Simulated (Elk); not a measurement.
# E(q) of MnPt, part 2 of 2

Aim: the energy of spin spirals in MnPt along a path of wavevectors.

Elk 11.2.3 (patched build); LDA (Perdew-Wang); all-electron APW+lo, Dirac cores, scalar-relativistic bands.

So far. Step 2 (Reference state): After 25 cycles the largest moment stands at 3.60 μB.

### 3. One pass at q = (0, 0.25, 0)

One diagonalisation in the potential of q = 0; by the force theorem the spiral's energy is the band energy with the smearing's entropy term, less that of a like pass at q = 0. The total energy that such a pass prints is not self-consistent and is not used.

elk.in reads:

```
tasks
  1

xctype
  3

reducebf
  0.5

epsengy
  1e-06

maxscl
  1

rgkmax
  7.0

nempty
  12

swidth
  0.003

lmaxi
  3

spinsprl
  .true.

spinpol
  .true.

vqlss
  0.000000 0.250000 0.000000

sppath
  './'

avec
  5.34792493269 0.00000000000 0.00000000000
  0.00000000000 5.34792493269 0.00000000000
  0.00000000000 0.00000000000 6.91639761613

atoms
  2
  'Mn.in'
  1
  0.0000000000 0.0000000000 0.0000000000   -0.000074 0.000000 -0.000074
  'Pt.in'
  1
  0.5000000000 0.5000000000 0.5000000000   0.000000 0.000000 0.000000

ngridk
  8 8 8
```

Run with:

```console
OMP_NUM_THREADS=4 elk
```

Numbers of over 12 decimals in the logs are rounded to 6 here.

Log:

```text
Warning(gndstate): core states of species 2 leak from the muffin-tin :   0.3437826767E-03

--- INFO.OUT ---
┌─────────────────────────┐
│ Elk code version 11.2.3 │
└─────────────────────────┘

All units are atomic (Hartree, Bohr, etc.)

┌──────────────────────────────────────────┐
│ Ground-state run resuming from STATE.OUT │
└──────────────────────────────────────────┘

Lattice vectors :
   5.347924933       0.000000000       0.000000000
   0.000000000       5.347924933       0.000000000
   0.000000000       0.000000000       6.916397616

Species : 1 (Mn)
 muffin-tin radius :    2.400000000
 atomic positions (lattice), magnetic fields (Cartesian) :
  1 :   0.00000000  0.00000000  0.00000000    0.00000000  0.00000000  0.00000000

Species : 2 (Pt)
 muffin-tin radius :    2.648962466
 atomic positions (lattice), magnetic fields (Cartesian) :
  1 :   0.50000000  0.50000000  0.50000000    0.00000000  0.00000000  0.00000000

Total number of atoms per unit cell :    2
Total muffin-tin volume :    135.7661270
 ratio of muffin-tin to unit cell volume :   0.6863424670

Spin treatment :
 spin-polarised
 global magnetic field (Cartesian) :    0.000000000       0.000000000       0.000000000
 non-collinear magnetisation
 spin-spiral state assumed
  q-vector (lattice)   :    0.000000000      0.2500000000       0.000000000
  q-vector (Cartesian) :    0.000000000      0.2937207135       0.000000000
  q-vector length      :   0.2937207135

Number of Bravais lattice symmetries :    4
Number of crystal symmetries         :    4
Crystal has no inversion symmetry
Complex Hermitian eigensolver will be used

k-point grid :      8     8     8
k-point offset :    0.000000000       0.000000000       0.000000000
k-point set is reduced with full crystal symmetry group
Total number of k-points :      200

Muffin-tin radius times maximum |G+k| :    7.000000000
 using average radius
Maximum |G+k| for APW functions       :    2.772846915
Maximum (1/2)|G+k|²                   :    3.844340008
Maximum |G| for potential and density :    12.00000000
Constant for pseudocharge density :    8
 order of it for each species :   15  15
 order of it for pair densities of each species (exact exchange by exxq0 0: 15) :    8  11
Radial integration step length :    1

G-vector grid sizes :     21    21    27
Number of G-vectors :     5791

Maximum angular momentum used for
 APW functions            :    8
 outer part of muffin-tin :    6

Number of empty states         :     24
Total number of valence states :     94
Total number of core states    :     58

Third-order local-orbitals added for an l without core states : T
Total number of local-orbitals :     61

Exchange-correlation functional :      3     0     0
 Perdew-Wang/Ceperley-Alder, Phys. Rev. B 45, 13244 (1992)
 gradient requirement :    0
 local density approximation (LDA)

Smearing type :    3
 Fermi-Dirac
Smearing width :   0.3000000000E-02
Effective electronic temperature (K) :    947.3250744

Mixing type :    3
 Broyden mixing, J. Phys. A: Math. Gen. 17, L317 (1984)

Potential read in from STATE.OUT

┌──────────────────────────────┐
│ Self-consistent loop started │
└──────────────────────────────┘

┌─────────────────┐
│ Loop number : 1 │
└─────────────────┘

Reached self-consistent loops maximum

Energies :
 Fermi                       :     0.323412
 sum of occupied eigenvalues :     -11999.624369561
 electron kinetic            :      22262.215038372
 core electron kinetic       :      21317.602219992
 Coulomb                     :     -41458.076890522
 Coulomb potential           :     -33735.135912062
 nuclear-nuclear             :     -1885.7815636814
 electron-nuclear            :     -45459.510149950
 Hartree                     :      5887.2148231090
 Madelung                    :     -24590.508934491
 xc potential                :     -526.47592478571
 xc effective B-field        :    -0.227091
 external B-field            :      0.000000
 exchange                    :     -386.85757277400
 correlation                 :     -10.258930509987
 electron entropic           :    -0.10365011291139E-02
 total energy                :     -19592.979391935
 (external B-field energy excluded from total)

Density of states at Fermi energy :    33.23934637
 (states/Hartree/unit cell)

Estimated indirect band gap :   0.9940688407E-03
 from k-point 132 to k-point 97
Estimated direct band gap   :   0.3225182428E-02
 at k-point 20

Charges :
 core                        :    58.00000000
 valence                     :    45.00000000
 interstitial                :    2.090959089
 muffin-tins (core leakage)
  species : 1 (Mn)
   atom 1                    :    23.80678431     ( -0.3595730984E-05)
  species : 2 (Pt)
   atom 1                    :    77.10225660     (  0.3437826767E-03)
 total in muffin-tins        :    100.9090409
 total calculated charge     :    102.9986614
 total charge                :    103.0000000
 error                       :   0.1338552000E-02

Moments :
 interstitial                :   0.6068956911E-01 -0.1705817166E-04  0.6245859385E-01
 muffin-tins
  species : 1 (Mn)
   atom 1                    :    2.590531595     -0.9363925222E-03   2.494718853
  species : 2 (Pt)
   atom 1                    :   0.1699480830      0.5435268630E-04  0.2467787265
 total in muffin-tins        :    2.760479678     -0.8820398359E-03   2.741497580
 total moment                :    2.821169247     -0.8990980076E-03   2.803956174

┌──────────────────────────────┐
│ Self-consistent loop stopped │
└──────────────────────────────┘

Warning : core states of species 2 leak from the muffin-tin :   0.3437826767E-03
```

It took 13 s on 4 threads of Arm Neoverse V2, shared host; peak memory 0.27 GiB; 51 s of CPU time.

This step gave:

- magnetization: 2.821, -8.99e-4, 2.804 μB
- final state: spiral
- largest moment: 3.596 μB

Moments of a spiral are printed for the first cell, in the frame that turns with it; over the crystal the turning parts cancel.

By that sum this spiral lies -55.9 meV a seeded atom from q = 0.

### 4. One pass at q = (0, 0.5, 0)

elk.in, as its differences from that of step 3:

```diff
@@ -34,3 +34,3 @@
 vqlss
-  0.000000 0.250000 0.000000
+  0.000000 0.500000 0.000000
```

Run with:

```console
OMP_NUM_THREADS=4 elk
```

Log:

```text
Warning(gndstate): core states of species 2 leak from the muffin-tin :   0.3437826767E-03

--- INFO.OUT ---
┌─────────────────────────┐
│ Elk code version 11.2.3 │
└─────────────────────────┘

All units are atomic (Hartree, Bohr, etc.)

┌──────────────────────────────────────────┐
│ Ground-state run resuming from STATE.OUT │
└──────────────────────────────────────────┘

Lattice vectors :
   5.347924933       0.000000000       0.000000000
   0.000000000       5.347924933       0.000000000
   0.000000000       0.000000000       6.916397616
[...]
Moments :
 interstitial                :   0.4154423942E-01 -0.2206820641E-05  0.6123510712E-01
 muffin-tins
  species : 1 (Mn)
   atom 1                    :    2.612490420     -0.9896108944E-03   2.441386812
  species : 2 (Pt)
   atom 1                    :   0.4831179320E-01  0.2090656823E-03  0.2323693174
 total in muffin-tins        :    2.660802213     -0.7805452122E-03   2.673756129
 total moment                :    2.702346452     -0.7827520328E-03   2.734991236

┌──────────────────────────────┐
│ Self-consistent loop stopped │
└──────────────────────────────┘

Warning : core states of species 2 leak from the muffin-tin :   0.3437826767E-03

[key lines of the parts left out:]
total energy                :     -19592.981068539
```

Elapsed: 13 s, on 4 threads; peak memory 0.27 GiB.

Numbers from this step:

```yaml
magnetization: 2.702, -7.83e-4, 2.735 μB
final_state: spiral
largest_moment: 3.576 μB
```

By that sum this spiral lies -104.4 meV a seeded atom from q = 0.

### 5. All wavevectors

Wavevectors, in fractions of the reciprocal vectors: (0, 0, 0); (0, 0.25, 0); (0, 0.5, 0); (0.25, 0.5, 0); (0.5, 0.5, 0); (0.25, 0.25, 0); (0, 0, 0); (0, 0, 0.25); (0, 0, 0.5). The path runs through Γ, X, M, Γ, Z.

Energy less that at q = 0, frozen potential against path:

```tsv
path (Å⁻¹)	energy less that at q = 0, frozen potential (meV a seeded atom)
0.00	0
0.56	-55.9
1.11	-104
1.67	-127
2.22	-173
3.01	-91.7
3.79	0
4.22	-10.7
4.65	-14.0
```

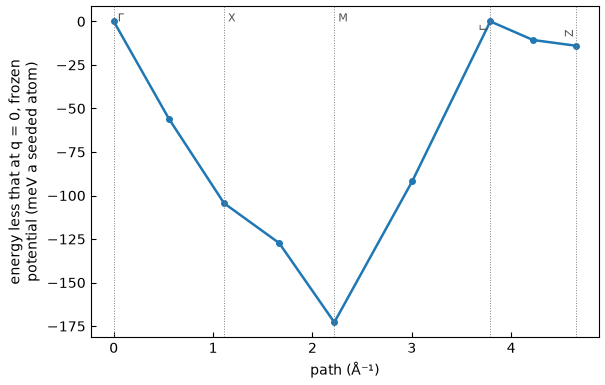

Energy less that at q = 0, frozen potential against path.

### 6. Results

```yaml
lowest_point: (0.5, 0.5, 0), -173 meV a seeded atom (frozen potential)
highest_point: (0, 0, 0), 0 meV a seeded atom
```

What this shows: A spiral at (0.5, 0.5, 0) lies 173 meV under the state at q = 0, so that state is unstable. The energies are those of a cone of 45°, about sin²θ = 0.50 of a flat spiral's. The mesh is the same for all points and was not tested: differences of a few meV, and of some ten in a metal, can be noise.

[Logs and program files are shortened in this print: banners, set-up blocks, solver, clock and traceback lines can be left out without a mark of their own.]

[Logs are printed without paths, hosts, clocks, repeated set-up lines and the standing remarks that a program may print on its own settings, such as how far it seeks lower states.]

[Hosts, paths, dates, database ids (printed as entryN), source tags and the programs' standing remarks are cut or masked in the printed files.]

[Where a cell is said to come from a database of computed structures, the database is the Materials Project.]
